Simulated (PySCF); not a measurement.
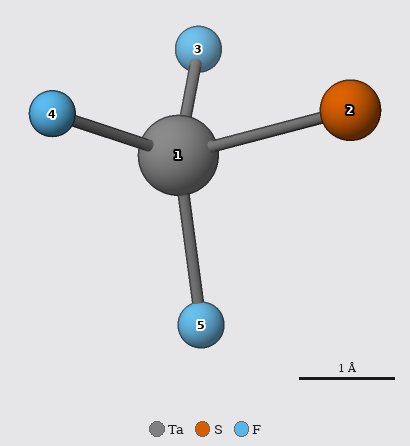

The structure as given in the input (ball-and-stick view, seen at a tilt; atoms are numbered from 1 in the order of the input). Sticks mark near contacts. Bond lengths as drawn: F–Ta 1.85 Å and S–Ta 2.24 Å.

# TaSF$_{3}$: GW calculation

- system: TaSF$_{3}$, SMILES [F][Ta]([F])([F])=[S]
- method: G0W0 (r2SCAN)/def2-SVP, RKS, core potentials def2-svp (PySCF 2.14.0)

The geometry comes from this level: GFN2-xTB.

### Input file (run.py)
```python
from pyscf import gto, dft, gw

system = gto.M(
    atom='''
Ta     0.000359     0.001739    -0.438946
S      0.022110    -0.035489     3.789751
F      3.419951     0.022639    -1.127770
F     -1.725131     2.966473    -1.091600
F     -1.717270    -2.955343    -1.131455
''',
    basis='def2-svp',
    verbose=3,
    unit='bohr',
    max_memory=1860,
    charge=0,
    ecp={'Ta': 'def2-svp'},
)

calc0 = dft.RKS(system)
calc0.xc = 'r2scan'
calc0.conv_tol = 1e-10
calc0.grids.level = 0
calc0.kernel()
if not calc0.converged:
    calc0 = calc0.newton().run(calc0.mo_coeff, calc0.mo_occ)

energy = calc0.e_tot
print(f'total energy: {energy:.8f} hartree')

nocc = system.nelec[0]
orbs = list(range(max(0, nocc - 2), min(system.nao, nocc + 2)))
mygw = gw.GW(calc0, freq_int='ac')
mygw.orbs = orbs
mygw.kernel()
print('orbital   mean field (eV)   quasiparticle (eV)')
for p in orbs:
    print('%4d %12.4f %12.4f' % (p + 1, calc0.mo_energy[p] * 27.211386, mygw.mo_energy[p] * 27.211386))
```

Launched with:
```bash
OMP_NUM_THREADS=1 python run.py
```

### Output
```
converged SCF energy = -754.569897068488
total energy: -754.56989707 hartree

WARN: Even tempered Gaussians are generated as DF auxbasis for  Ta

WARN: GW QP energies may not be sorted from min to max

orbital   mean field (eV)   quasiparticle (eV)
  27      -6.9899      -9.1556
  28      -6.9847      -9.1498
  29      -3.0082       0.5299
  30      -2.9970       0.5437
```

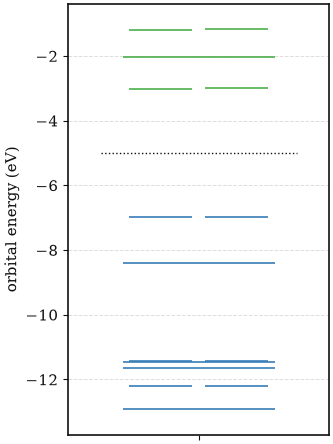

Orbital energies near the frontier; the dotted line parts filled from empty levels, and levels within 0.02 eV of each other stand side by side. Highest filled −6.98 eV, lowest empty −3.01 eV, 3.97 eV apart.

### Key numbers

- outcome: converged
- total energy: −754.569897 hartree
- basis functions: 92
- HOMO: −6.98 eV
- LUMO: −3.01 eV
- dipole moment: 3.02 D
- hardware: 1 thread of Arm Neoverse V1, 24 GiB of memory available, shared host
- wall time: 7.8 s
- peak memory: 0.37 GiB
